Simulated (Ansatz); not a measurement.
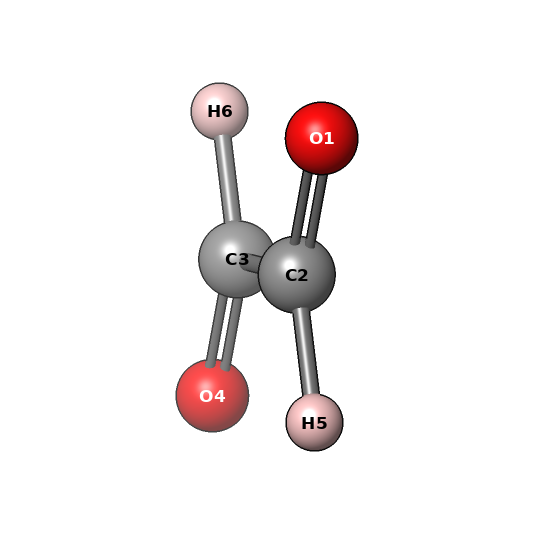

C3 lies behind C2. The molecule seen a little off the C2–C3 bond, C2 in front. Depth is shown by fading: the farther an atom, the more it takes the colour of the background. Computed geometry: PBE-D4/def2-SVP optimisation. No frequency run is at hand to confirm it as a minimum.

**What is the torsion angle O1–C2–C3–O4? The sign is positive where the front bond must turn clockwise to cover the back bond.**

180°, antiperiplanar (anti).
